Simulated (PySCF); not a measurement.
SMILES C=CCC(=O)OC (C₅H₈O₂) at its GFN2-xTB optimised geometry (Å):

```
15

C      2.1380    -2.0775     2.2676
C      1.1214    -1.8290     1.4647
C      1.2647    -1.3264     0.0579
C      0.7238     0.0879     0.0000
O      1.3914     1.0857    -0.0195
O     -0.6147     0.0879     0.0000
C     -1.2429     1.3623     0.0000
H      3.1585    -1.9426     1.9494
H      1.9932    -2.4307     3.2741
H      0.1016    -1.9604     1.8004
H      2.3118    -1.3130    -0.2423
H      0.6799    -1.9507    -0.6195
H     -0.9052     1.9507    -0.8554
H     -2.3118     1.1753    -0.0612
H     -0.9999     1.9040     0.9164
```

Computed with CAM-B3LYP/def2-TZVP (PySCF). Cells within 0.4 Å of a nucleus heavier than hydrogen are left out (blank, or x).

Map of the Laplacian of the electron density (e/bohr⁵), clipped to [-1.50, 1.50] on the plane z = 0.0 Å:

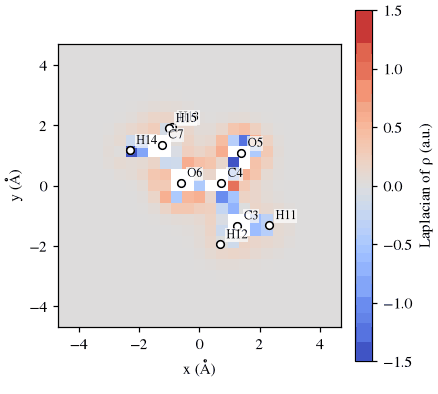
Figure. Laplacian of the electron density (e/bohr⁵), clipped to [-1.50, 1.50] on the plane z = 0.0 Å.
